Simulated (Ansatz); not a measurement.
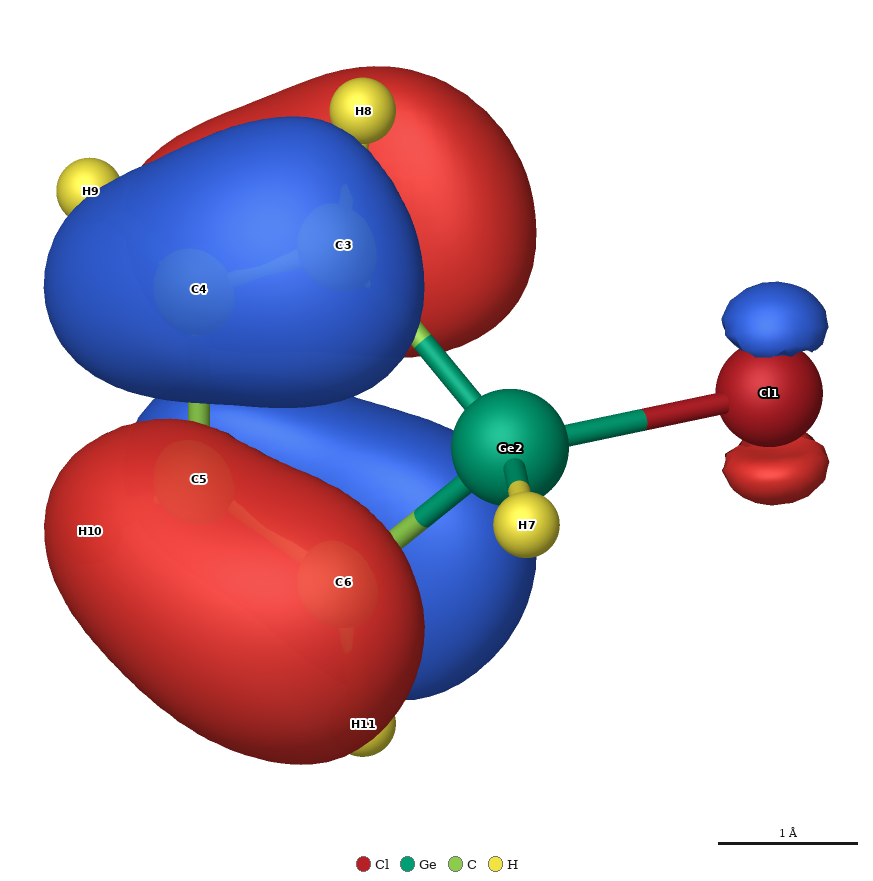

C$_{4}$H$_{5}$ClGe (SMILES [Cl][GeH]1[CH]=CC=[CH]1). One frontier orbital at ±0.08 Å⁻³ᐟ² (red and blue are the two phases), seen at a tilt.

Level of theory: SCF B3LYP, Gaussian basis in Ansatz 0.2.0.

```json
{"atom": "Cl", "x (Å)": "2.8754", "y (Å)": "-0.1129", "z (Å)": "-1.1085"}
{"atom": "Ge", "x (Å)": "1.3054", "y (Å)": "-0.3719", "z (Å)": "0.3591"}
{"atom": "C", "x (Å)": "0.2212", "y (Å)": "1.1837", "z (Å)": "0.5022"}
{"atom": "C", "x (Å)": "-1.0050", "y (Å)": "0.9649", "z (Å)": "0.0410"}
{"atom": "C", "x (Å)": "-1.2533", "y (Å)": "-0.3950", "z (Å)": "-0.4646"}
{"atom": "C", "x (Å)": "-0.2186", "y (Å)": "-1.2247", "z (Å)": "-0.3933"}
{"atom": "H", "x (Å)": "1.7492", "y (Å)": "-0.9598", "z (Å)": "1.7225"}
{"atom": "H", "x (Å)": "0.5513", "y (Å)": "2.1334", "z (Å)": "0.9014"}
{"atom": "H", "x (Å)": "-1.7658", "y (Å)": "1.7341", "z (Å)": "0.0371"}
{"atom": "H", "x (Å)": "-2.2102", "y (Å)": "-0.6993", "z (Å)": "-0.8676"}
{"atom": "H", "x (Å)": "-0.2496", "y (Å)": "-2.2524", "z (Å)": "-0.7292"}
```

Question: Which orbital is it: HOMO or LUMO?

Answer: The HOMO, at −6.67 eV. By Hirshfeld shares it lies mainly on C3 (about 25 %), C6 (about 25 %), C5 (about 15 %) and C4 (about 15 %).
